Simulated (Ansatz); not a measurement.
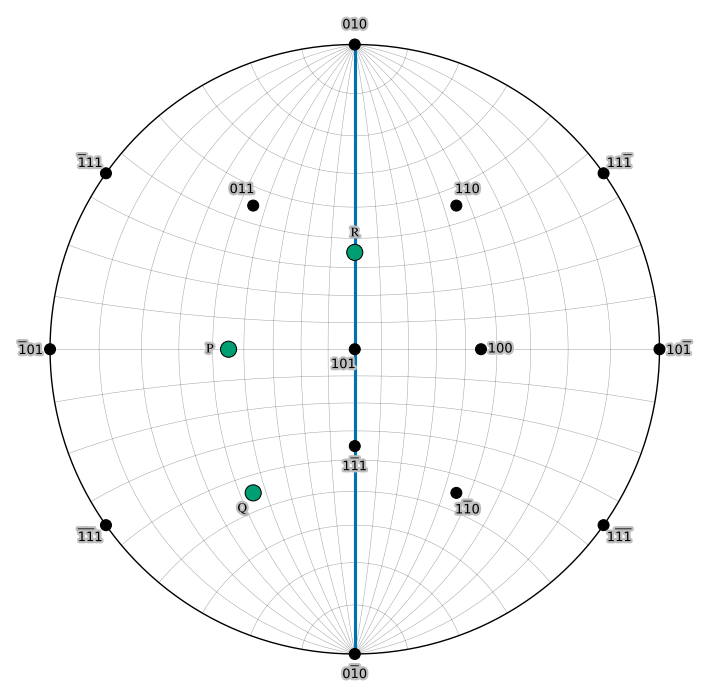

Stereographic projection of plane normals (upper hemisphere) centred on (1 0 1). Crystal: ZnS, the input geometry of an electronic-structure calculation (not necessarily at equilibrium); the starting structure was generated, so it need not be a known form of this composition. Geometry calculated from the standardised cell; symmetry tolerance 0.002 Å.

a = 5.388 Å, b = 5.388 Å, c = 5.388 Å, α = 90.00°, β = 90.00°, γ = 90.00°.

Q: Index the poles marked P, Q, R.

A: P is (0 0 1), 45.0° from the centre; Q is (0 −1 1), 60.0° from the centre; R is (1 1 1), 35.3° from the centre.

Q: Which zone does the coloured great circle trace?

A: The zone [1 0 −1]: its poles satisfy h − l = 0.

Q: What is the angle between the normals of (1 0 −1) and (−1 1 1), and what are their d_hkl = 1/|g|?

A: 144.7°; d = 3.810 Å and 3.111 Å.
